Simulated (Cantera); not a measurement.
A closed system holds: 1 mol SiH₄, 0.043 mol C₃H₈, 150 mol H₂, equilibrated at 1.00 bar.

These are equilibrium values from Cantera (NASA tables, ideal gas, pure condensed phases), not measurements of a reactor. Candidate condensed phases: C, C₆H₆, C₇H₈, C₈H₁₈, Si, SiC; 87 gas species. Mutual solubility and eutectic melting of coexisting phases are not modelled. Gases not in the tables: Si₂H₆ and higher silanes. Equilibrium is a limit: real reactors are often held back by kinetics, nucleation or transport.

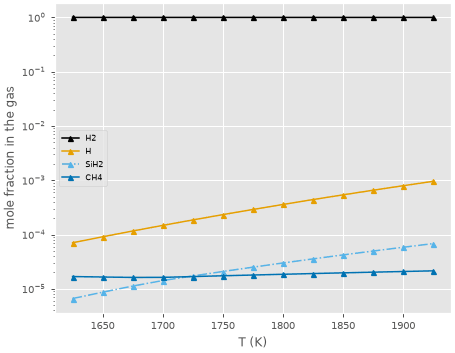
Fig. 1. Equilibrium gas composition (values under 1e-9 drawn at 1e-9)

Task: Read off the mole fractions at 1750 K.

Result: H₂ about 1.00, H about 0.00023, SiH₂ about 2.1e-5, CH₄ about 1.7e-5.
